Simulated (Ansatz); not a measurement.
# BH5SSi2: shape, modes and thermochemistry

What shape does BH5SSi2 take? The plan is to relax it, check the end point by its vibrations and derive ideal-gas thermochemistry, and look at its orbitals and charge.

Program: Ansatz 0.2.0, Gaussian basis. Level of theory: RKS PBE0-D4/def2-TZVP. These are calculated values, not measurements.

Plan: relaxation at PBE-D4/def2-SVP; relaxation at PBE0-D4/def2-TZVP; harmonic vibrations at the same level; a single point in def2-TZVPP for the fields.

## (1) The system as given

SMILES `SB1[SiH2][SiH2]1`, 9 atoms, charge 0, spin multiplicity 1.

Atoms are counted from 1 here; the program's logs count them from 0.

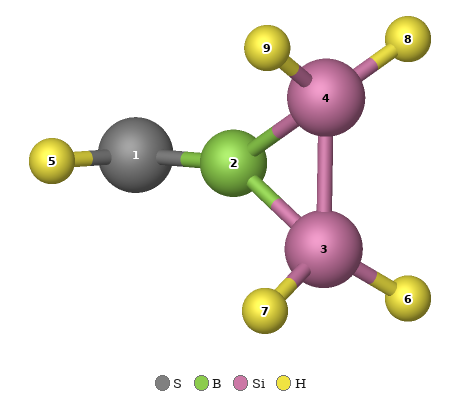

The starting geometry (sulfur grey, boron green, silicon pink, hydrogen yellow); atoms are numbered from 1 in the order of the file.

As a file:

```
atom    x (Å)    y (Å)    z (Å)
  S1  -1.8160   1.2402  -1.4832
  B2  -0.6129   0.4441  -0.3738
 Si3   1.2050   0.4060   0.4222
 Si4  -0.0655  -1.0481   0.8802
  H5  -1.4337   0.5335  -2.6272
  H6   1.4089   1.5122   1.4044
  H7   2.2757   0.0981  -0.5819
  H8  -0.8393  -0.9161   2.1426
  H9  -0.0336  -2.3162   0.1996
```

The start is a force-field geometry with small random shifts, so a cheaper pass at PBE-D4/def2-SVP comes first.

## (2) Optimising with PBE-D4/def2-SVP (cheap first pass)

in.yaml reads:

```yaml
crystal:
  periodic: [false, false, false]
  atoms:
    - {symbol: S, position_ang: [-1.816000, 1.240200, -1.483200]}
    - {symbol: B, position_ang: [-0.612900, 0.444100, -0.373800]}
    - {symbol: Si, position_ang: [1.205000, 0.406000, 0.422200]}
    - {symbol: Si, position_ang: [-0.065500, -1.048100, 0.880200]}
    - {symbol: H, position_ang: [-1.433700, 0.533500, -2.627200]}
    - {symbol: H, position_ang: [1.408900, 1.512200, 1.404400]}
    - {symbol: H, position_ang: [2.275700, 0.098100, -0.581900]}
    - {symbol: H, position_ang: [-0.839300, -0.916100, 2.142600]}
    - {symbol: H, position_ang: [-0.033600, -2.316200, 0.199600]}
basis:
  gaussian: {orbitals: def2-SVP}
hamiltonian: {xc: pbe, dispersion: d4}
relax: {f_tol: 0.03, max_steps: 200}
```

The run is started by

```sh
ansatz run in.yaml --threads 2 --pin off --events-out ev --progress --plain --max-ram 4352MiB
```

The log of the run, cut to the lines that bear on the results:

```text
Functional definition: PBE
  name "PBE"
  cite "Perdew, Burke & Ernzerhof, Phys. Rev. Lett. 77, 3865 (1996) doi:10.1103/PhysRevLett.77.3865"
  parent pbe
[...]
1041 factors; their error is unknown
[...]
mean field -27321.88231749 eV, -1004.0606557309 hartree, gradient 2.2e-5 eV, S^2 0.000000; 1 other end points of the search recorded, 0 dependent functions left out
[...]
reference -27321.88235248 eV, -1004.0606570166 hartree; 27, 27 occupied and 66, 66 virtual orbitals, 1041 factors
relax step   1: F+E_penalty+E_count = -27322.12201416 eV  Δ(F+E_penalty+E_count) = +0.000e0 eV  max|allowed force component| = 5.190e0 eV/Å  Δτ_max = 0.0000 Å  (41 SCF iters, accepted)
[...]
relax step   6: F+E_penalty+E_count = -27324.27606697 eV  Δ(F+E_penalty+E_count) = -1.937e-1 eV  max|allowed force component| = 1.737e0 eV/Å  Δτ_max = 0.1949 Å  (34 SCF iters, accepted)
[...]
relax step  11: F+E_penalty+E_count = -27324.46253965 eV  Δ(F+E_penalty+E_count) = -2.225e-2 eV  max|allowed force component| = 6.834e-2 eV/Å  Δτ_max = 0.0987 Å  (28 SCF iters, accepted)
[...]
relax step  16: F+E_penalty+E_count = -27324.52763925 eV  Δ(F+E_penalty+E_count) = -1.446e-2 eV  max|allowed force component| = 3.510e-1 eV/Å  Δτ_max = 0.1087 Å  (28 SCF iters, accepted)
[...]
relax step  20: F+E_penalty+E_count = -27324.54622036 eV  Δ(F+E_penalty+E_count) = -2.783e-3 eV  max|allowed force component| = 3.055e-2 eV/Å  Δτ_max = 0.0270 Å  (29 SCF iters, accepted)
[...]
relax step  21: F+E_penalty+E_count = -27324.54633455 eV  Δ(F+E_penalty+E_count) = -1.142e-4 eV  max|allowed force component| = 1.002e-2 eV/Å  Δτ_max = 0.0082 Å  (22 SCF iters, accepted)
1041 factors; their error is unknown
mean field -27324.30268009 eV, -1004.1496024156 hartree, gradient 2.5e-5 eV, S^2 0.000000; 1 other end points of the search recorded, 0 dependent functions left out
[...]
reference -27324.30271467 eV, -1004.1496036866 hartree; 27, 27 occupied and 66, 66 virtual orbitals, 1041 factors
Total energy: -27324.54636914 eV, -1004.1585578231 hartree
Atom 0 at    -1.088965     1.002227    -2.030339 Å, force    -0.007856    -0.009368     0.003253 eV/Å
Atom 1 at    -0.545019     0.608133    -0.387687 Å, force    -0.002592     0.001907    -0.002620 eV/Å
Atom 2 at     1.279241     0.704124     0.340216 Å, force     0.003137     0.002778     0.008185 eV/Å
Atom 3 at    -0.371363    -1.027589     0.678546 Å, force    -0.001225     0.000522     0.001939 eV/Å
Atom 4 at    -2.129568     0.120331    -2.164886 Å, force     0.010016     0.008525     0.001283 eV/Å
Atom 5 at     1.514389     1.148407     1.756091 Å, force    -0.003026    -0.004832    -0.009195 eV/Å
Atom 6 at     2.522225     0.795808    -0.501241 Å, force    -0.000114     0.000781     0.000115 eV/Å
Atom 7 at    -0.527064    -0.986364     2.171749 Å, force     0.001129     0.001785    -0.004485 eV/Å
Atom 8 at    -0.565277    -2.411377     0.120453 Å, force     0.000531    -0.002096     0.001525 eV/Å
Dipole moment:    -0.126909    -0.124594    -0.076658 e Å
```

It took 35 s on 2 threads of Arm Neoverse V2, shared host.

Along the way:

```
step  energy from step 1 (eV)  largest force component (eV/Å)
   1                   0.0000                          5.1903
   2                  -1.2180                          0.4939
   3                  -1.3785                          0.6617
   4                  -1.6657                          1.1652
   5                  -1.9604                          1.7390
   6                  -2.1541                          1.7368
   7                  -2.2069                          0.6586
   8                  -2.2935                          0.5630
   9                  -2.3183                          0.3148
  10                  -2.3178                          0.3564
  11                  -2.3405                          0.0683
  12                  -2.3507                          0.0889
  13                  -2.3632                          0.2796
  14                  -2.3743                          0.3379
  15                  -2.3912                          0.3307
  16                  -2.4056                          0.3510
  17                  -2.4139                          0.3441
  18                  -2.4212                          0.2166
  19                  -2.4214                          0.0948
  20                  -2.4242                          0.0305
  21                  -2.4243                          0.0100
```

Close pairs (by a distance rule), those that changed most:

```
   bond  before (Å)  after (Å)  change (Å)
Si3–Si4       1.985      2.416      +0.432
 Si4–H9       1.440      1.505      +0.065
 B2–Si4       2.025      1.960      -0.064
  S1–B2       1.820      1.775      -0.045
  S1–H5       1.398      1.371      -0.027
 B2–Si3       1.985      1.966      -0.018
 Si4–H8       1.487      1.502      +0.015
 Si3–H6       1.493      1.502      +0.009
```

## (3) Optimising with PBE0-D4/def2-TZVP

in.yaml reads:

```yaml
crystal:
  periodic: [false, false, false]
  atoms:
    - {symbol: S, position_ang: [-1.088965, 1.002227, -2.030339]}
    - {symbol: B, position_ang: [-0.545019, 0.608133, -0.387687]}
    - {symbol: Si, position_ang: [1.279241, 0.704124, 0.340216]}
    - {symbol: Si, position_ang: [-0.371363, -1.027589, 0.678546]}
    - {symbol: H, position_ang: [-2.129568, 0.120331, -2.164886]}
    - {symbol: H, position_ang: [1.514389, 1.148407, 1.756091]}
    - {symbol: H, position_ang: [2.522225, 0.795808, -0.501241]}
    - {symbol: H, position_ang: [-0.527064, -0.986364, 2.171749]}
    - {symbol: H, position_ang: [-0.565277, -2.411377, 0.120453]}
basis:
  gaussian: {orbitals: def2-TZVP}
hamiltonian: {xc: pbe0, dispersion: d4}
relax: {f_tol: 0.005, max_steps: 150}
```

Same command.

The log of the run, cut to the lines that bear on the results:

```text
Functional definition: PBE0
  name "PBE0"
  cite "Adamo & Barone, J. Chem. Phys. 110, 6158 (1999) doi:10.1063/1.478522"
  cite "Perdew, Burke & Ernzerhof, Phys. Rev. Lett. 77, 3865 (1996) doi:10.1103/PhysRevLett.77.3865"
  parent pbe
[...]
1196 factors; their error is unknown
[...]
mean field -27336.80878214 eV, -1004.6091931891 hartree, gradient 1.8e-5 eV, S^2 0.000000; 0 other end points of the search recorded, 0 dependent functions left out
[...]
reference -27336.80881715 eV, -1004.6091944758 hartree; 27, 27 occupied and 145, 145 virtual orbitals, 1196 factors
relax step   1: F+E_penalty+E_count = -27337.01720955 eV  Δ(F+E_penalty+E_count) = +0.000e0 eV  max|allowed force component| = 4.539e-1 eV/Å  Δτ_max = 0.0000 Å  (29 SCF iters, accepted)
[...]
Total energy: -27337.04808160 eV, -1004.6179872820 hartree
Atom 0 at    -1.089228     0.997836    -2.006080 Å, force     0.000232    -0.000323    -0.000831 eV/Å
Atom 1 at    -0.533988     0.592767    -0.390315 Å, force     0.000163    -0.000486     0.000951 eV/Å
Atom 2 at     1.279301     0.674884     0.341050 Å, force     0.000058     0.000091     0.001454 eV/Å
Atom 3 at    -0.342244    -1.031779     0.672561 Å, force    -0.001260    -0.002236    -0.002079 eV/Å
Atom 4 at    -2.119266     0.138369    -2.144292 Å, force     0.000462     0.000419     0.001402 eV/Å
Atom 5 at     1.484911     1.147588     1.732126 Å, force     0.000535     0.001595    -0.001635 eV/Å
Atom 6 at     2.501678     0.793780    -0.493199 Å, force    -0.000229     0.000196     0.000959 eV/Å
Atom 7 at    -0.538084    -0.961613     2.141297 Å, force     0.000690     0.000370    -0.000348 eV/Å
Atom 8 at    -0.554481    -2.398133     0.129755 Å, force    -0.000651     0.000374     0.000126 eV/Å
Dipole moment:    -0.101153    -0.131463    -0.030314 e Å
```

Run time: 45 s. Hardware: 2 threads of Arm Neoverse V2, shared host.

Along the way:

```
step  energy from step 1 (eV)  largest force component (eV/Å)
   1                   0.0000                          0.4539
   2                  -0.0271                          0.1878
   3                  -0.0304                          0.0520
   4                  -0.0305                          0.0216
   5                  -0.0307                          0.0161
   6                  -0.0307                          0.0197
   7                  -0.0308                          0.0039
   8                  -0.0308                          0.0052
   9                  -0.0308                          0.0022
```

The force was under the threshold of 0.005 eV/Å already at step 7, but the program went on to step 9.

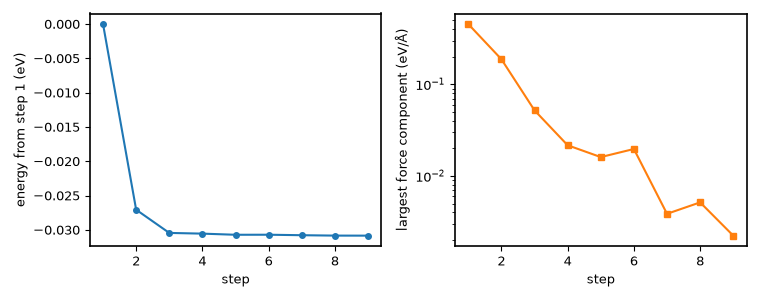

Energy and largest force along the relaxation.

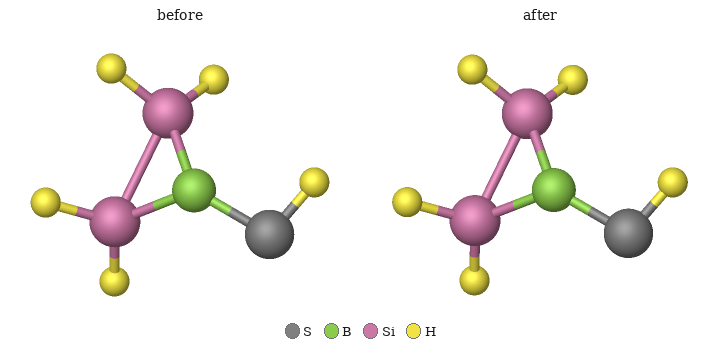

Before and after, at one scale.

Distances of close pairs at the start and the end, largest changes first:

```
   bond  before (Å)  after (Å)  change (Å)
Si3–Si4       2.416      2.377      -0.039
  S1–H5       1.371      1.349      -0.022
 Si4–H9       1.505      1.485      -0.019
 Si3–H7       1.504      1.485      -0.019
 Si3–H6       1.502      1.484      -0.019
  S1–B2       1.775      1.756      -0.019
 Si4–H8       1.502      1.483      -0.018
 B2–Si3       1.966      1.957      -0.010
```

Mulliken charges at the end point, from the run's report:

```
atom  value (e)
  S1      -0.13
  B2       0.05
 Si3      -0.05
 Si4      -0.06
  H5       0.16
  H6       0.01
  H7       0.00
  H8       0.01
  H9       0.00
```

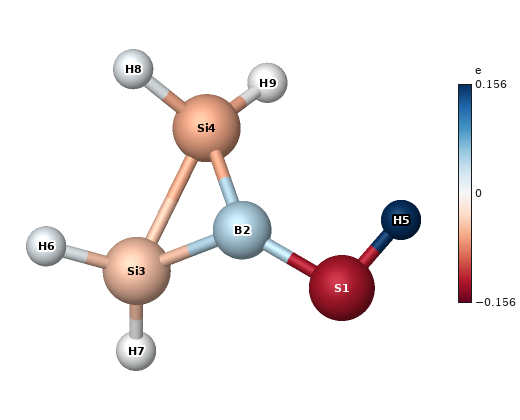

Mulliken charges at the end point, from the run's report, as colours on the atoms.

## (4) Force constants and modes

in.yaml reads:

```yaml
crystal:
  periodic: [false, false, false]
  atoms:
    - {symbol: S, position_ang: [-1.089228, 0.997836, -2.006080]}
    - {symbol: B, position_ang: [-0.533988, 0.592767, -0.390315]}
    - {symbol: Si, position_ang: [1.279301, 0.674884, 0.341050]}
    - {symbol: Si, position_ang: [-0.342244, -1.031779, 0.672561]}
    - {symbol: H, position_ang: [-2.119266, 0.138369, -2.144292]}
    - {symbol: H, position_ang: [1.484911, 1.147588, 1.732126]}
    - {symbol: H, position_ang: [2.501678, 0.793780, -0.493199]}
    - {symbol: H, position_ang: [-0.538084, -0.961613, 2.141297]}
    - {symbol: H, position_ang: [-0.554481, -2.398133, 0.129755]}
basis:
  gaussian: {orbitals: def2-TZVP}
hamiltonian: {xc: pbe0, dispersion: d4}
phonons: {temperatures: {t_min: 298.15, t_max: 900, t_step: 200}}
```

Launched as before.

The log of the run, cut to the lines that bear on the results:

```text
Functional definition: PBE0
  name "PBE0"
  cite "Adamo & Barone, J. Chem. Phys. 110, 6158 (1999) doi:10.1063/1.478522"
  cite "Perdew, Burke & Ernzerhof, Phys. Rev. Lett. 77, 3865 (1996) doi:10.1103/PhysRevLett.77.3865"
  parent pbe
[...]
1196 factors; their error is unknown
[...]
mean field -27336.83857904 eV, -1004.6102882049 hartree, gradient 8.1e-5 eV, S^2 0.000000; 0 other end points of the search recorded, 0 dependent functions left out
[...]
reference -27336.83861392 eV, -1004.6102894870 hartree; 27, 27 occupied and 145, 145 virtual orbitals, 1196 factors
[...]
1196 factors; their error is unknown
mean field -27336.83849001 eV, -1004.6102849331 hartree, gradient 2.2e-6 eV, S^2 0.000000; 0 other end points of the search recorded, 0 dependent functions left out
[...]
reference -27336.83852490 eV, -1004.6102862154 hartree; 27, 27 occupied and 145, 145 virtual orbitals, 1196 factors
[...]
Atom 1 at    -0.533988     0.592767    -0.390315 Å, force     0.000156    -0.000482     0.000935 eV/Å
Atom 2 at     1.279301     0.674884     0.341050 Å, force     0.000063     0.000096     0.001477 eV/Å
Atom 3 at    -0.342244    -1.031779     0.672561 Å, force    -0.001258    -0.002231    -0.002083 eV/Å
Atom 4 at    -2.119266     0.138369    -2.144292 Å, force     0.000467     0.000424     0.001400 eV/Å
Atom 5 at     1.484911     1.147588     1.732126 Å, force     0.000532     0.001591    -0.001648 eV/Å
Atom 6 at     2.501678     0.793780    -0.493199 Å, force    -0.000224     0.000196     0.000953 eV/Å
Atom 7 at    -0.538084    -0.961613     2.141297 Å, force     0.000688     0.000369    -0.000346 eV/Å
Atom 8 at    -0.554481    -2.398133     0.129755 Å, force    -0.000651     0.000368     0.000126 eV/Å
Dipole moment:    -0.101155    -0.131466    -0.030316 e Å
Vibrations: 136.00 142.77 304.84 316.79 385.33 466.13 500.85 513.45 564.42 582.56 626.27 644.46 894.96 899.93 910.50 1055.13 2217.48 2221.91 2241.66 2251.04 2652.10 cm⁻¹, zero-point energy 1.272609 eV
```

Run time: 2.8 min. Hardware: 2 threads of Arm Neoverse V2, shared host.

Motions are named by where the mode's potential energy lies. The modes, unscaled (a negative number is an imaginary wavenumber):

```
mode  cm⁻¹                   motion
   1   136        bend with torsion
   2   143                     bend
   3   305                     bend
   4   317                     bend
   5   385  bend with Si–Si stretch
   6   466    B–S stretch with bend
   7   501        torsion with bend
   8   513                     bend
   9   564                     bend
  10   583                     bend
  11   626                     bend
  12   644   Si–B stretch with bend
  13   895                     bend
  14   900                     bend
  15   910                     bend
  16  1055     B–S and Si–B stretch
  17  2217             Si–H stretch
  18  2222             Si–H stretch
  19  2242             Si–H stretch
  20  2251             Si–H stretch
  21  2652              S–H stretch
```

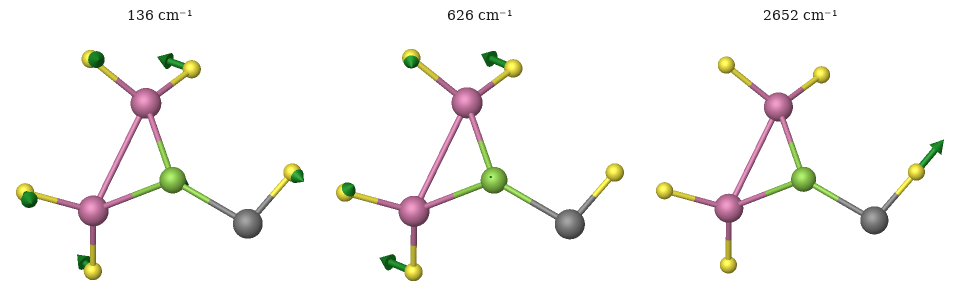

Displacements of 3 modes, as arrows.

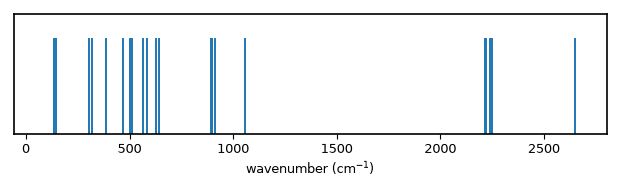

The harmonic wavenumbers as sticks (no intensities were computed).

From these modes and the moments of inertia (298.15 K, 1 bar, symmetry number 1):

```
                term            value
   zero-point energy     122.8 kJ/mol
          H(298) − E     143.1 kJ/mol
entropy, translation  166.8 J/(mol K)
   entropy, rotation  114.4 J/(mol K)
  entropy, vibration   57.2 J/(mol K)
      entropy, total  338.3 J/(mol K)
```

## (5) Fields at the relaxed geometry

in.yaml: that of step 4 with these lines changed.

```diff
@@ -13,4 +13,4 @@
 basis:
-  gaussian: {orbitals: def2-TZVP}
+  gaussian: {orbitals: def2-TZVPP}
 hamiltonian: {xc: pbe0, dispersion: d4}
-phonons: {temperatures: {t_min: 298.15, t_max: 900, t_step: 200}}
+output: {orbitals: {seedname: orbitals}}
```

Launched as before.

The log of the run:

```text
Functional definition: PBE0
  name "PBE0"
  cite "Adamo & Barone, J. Chem. Phys. 110, 6158 (1999) doi:10.1063/1.478522"
  cite "Perdew, Burke & Ernzerhof, Phys. Rev. Lett. 77, 3865 (1996) doi:10.1103/PhysRevLett.77.3865"
  parent pbe
  parameter a = 0.25
  parameter kappa = 0.804
  parameter beta = 0.06672455060314922
  exchange = (1 - a)*pbe_x(kappa = kappa, mu = beta*pi^2/3) + a*exact_x
  correlation = pbe_c(beta = beta)
1361 factors; their error is unknown
mean field evaluation 1: about -27333.8410 eV, gradient 3.1e1 eV
mean field evaluation 2: about -27330.6854 eV, gradient 4.3e1 eV
mean field evaluation 4: about -27336.8296 eV, gradient 1.6e0 eV
mean field evaluation 8: about -27336.8336 eV, gradient 3.5e-2 eV
mean field -27336.87374168 eV, -1004.6115804081 hartree, gradient 7.9e-5 eV, S^2 0.000000; 0 other end points of the search recorded, 0 dependent functions left out
reference -27336.87377634 eV, -1004.6115816820 hartree; 27, 27 occupied and 200, 200 virtual orbitals, 1361 factors
Total energy: -27337.08324397 eV, -1004.6192794754 hartree
```

Run time: 4.7 s. Hardware: 2 threads of Arm Neoverse V2, shared host; peak memory 0.54 GiB.

Orbitals, density, ELF and potential are computed afterwards from the orbital file.

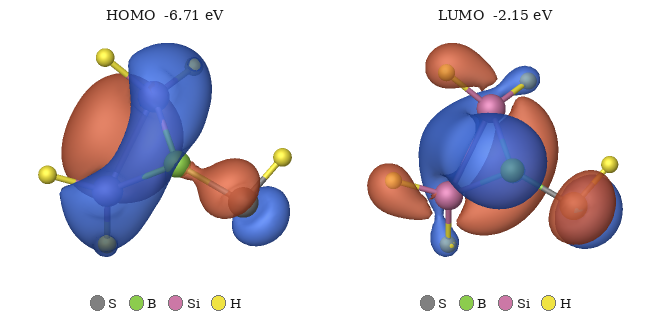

Frontier orbitals at PBE0-D4/def2-TZVPP; each surface holds 70 % of the orbital's density, blue and red mark the sign.

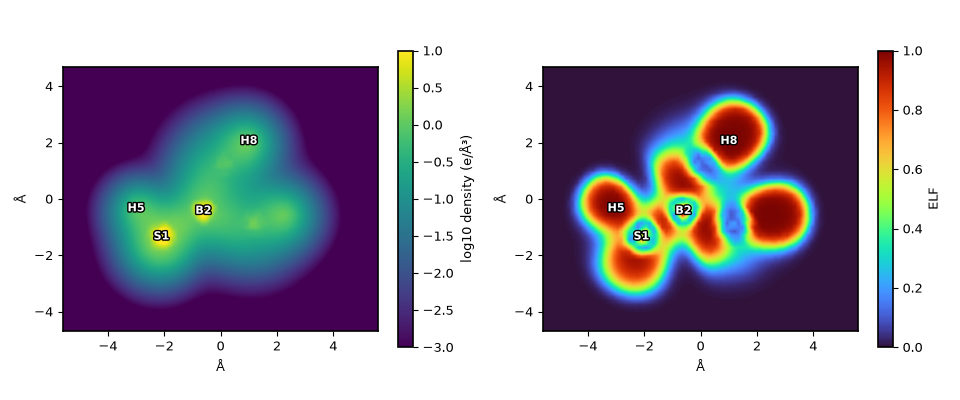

Density (left) and ELF (right) in a plane through or near 4 of the atoms.

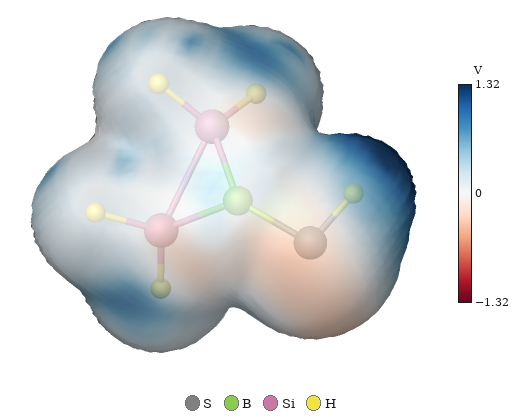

The potential that a unit positive charge feels on the 0.002 e/bohr³ surface, from the 1st to the 99th percentile, from -0.33 V near S1 to 1.32 V near H5.

## (6) Summary of results

| quantity | value |
| --- | --- |
| point group | C1 |
| steps | 21 + 9 |
| shift from the start (rms) | 0.588 Å |
| total energy | -27337.0481 eV |
| dispersion term | -209 meV |
| dipole moment | 0.81 D |
| lowest, highest wavenumber | 136, 2652 cm⁻¹ |
| zero-point energy | 122.8 kJ/mol |
| entropy at 298.15 K | 338.3 J/(mol K) |
| HOMO, LUMO | -6.71, -2.15 eV |

In words: The relaxed geometry lies 0.59 Å (rms) from the start; the bond that changed most is Si3–Si4, from 1.985 to 2.377 Å. No mode is imaginary: a true minimum at this level. The stiffest mode, 2652 cm⁻¹, is an S–H stretch, and 2 modes under 200 cm⁻¹ make the vibrational entropy uncertain. Harmonic hybrid wavenumbers usually lie a few per cent above measured fundamentals. The largest Mulliken charge, +0.16 e, sits on H5. The HOMO lies mostly on Si3, Si4 about 29 % each; B2 14 % and the LUMO on B2 44 %; S1 15 %.
